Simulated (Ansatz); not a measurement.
The figure comes from a scan of MoSi2 (MoSi2 type, space group I4/mmm): the cell is scaled evenly about its relaxed volume V₀. All values below come from PBEsol (plane waves to 420 eV, PAW, scalar-relativistic; Ansatz, a first-principles code). k mesh 20×20×20 (Γ-centred), Fermi-Dirac smearing 0.05 eV. The energy includes the smearing's −TS. MoSi2 is run without spin polarisation. MoSi2 was relaxed with its symmetry unable to fall. The zero of ΔE is the relaxed starting cell.

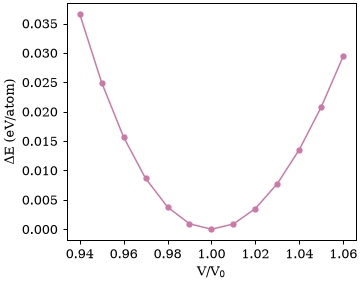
Fig. 1. ΔE (eV/atom) against V/V₀; markers are the computed points, lines only join them.

Q: Read the plotted values off the figure, to the accuracy that the plot allows.

A: To the nearest 0.001:

```
V/V₀   ΔE (eV/atom)
-----  ------------
0.940         0.037
0.950         0.025
0.960         0.016
0.970         0.009
0.980         0.004
0.990         0.001
1.000         0.000
1.010         0.001
1.020         0.004
1.030         0.008
1.040         0.014
1.050         0.021
1.060         0.029
```

(A scan under strain: stresses follow from slopes of the energy per volume, elastic moduli from its curvatures.)
